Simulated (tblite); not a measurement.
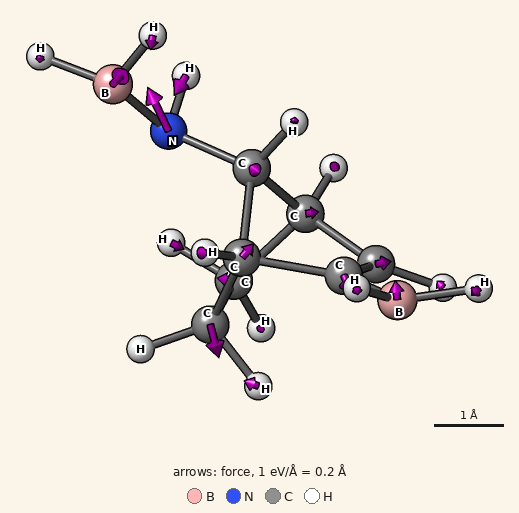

Starting geometry of C₇H₁₃B₂N with the computed forces as purple arrows. A ball-and-stick model, seen from a free direction.

Level of theory: GFN2-xTB geometry optimisation, gas phase in tblite. 

What follows when this structure is relaxed?

Answer. It isn't relaxed: the largest force vector, on the N atom, is 3.74 eV/Å. The final displacements have little in common with the starting forces (cosine between the two patterns 0.29). The energy falls by 54.2 kcal/mol in 148 geometry steps. The atom that moves furthest after the best rigid fit is an H atom (1.84 Å). By element the largest moves are H 1.84 Å, B 0.78 Å, C 0.42 Å, N 0.39 Å. Some distances before and after: B–N 1.541 → 1.379 Å, H–N 1.072 → 1.009 Å, C–H 1.137 → 1.090 Å, C–C 1.499 → 1.545 Å. Bond angles that change, for instance: B–N–H 104.0° → 120.2°, B–N–C 112.7° → 127.5°, C–C–H 102.8° → 112.2°. Groups turn about C–C by about 25°, C–C by about 20°. Cost: 1.3 s on 1 thread of Arm Neoverse V1, on a shared host.
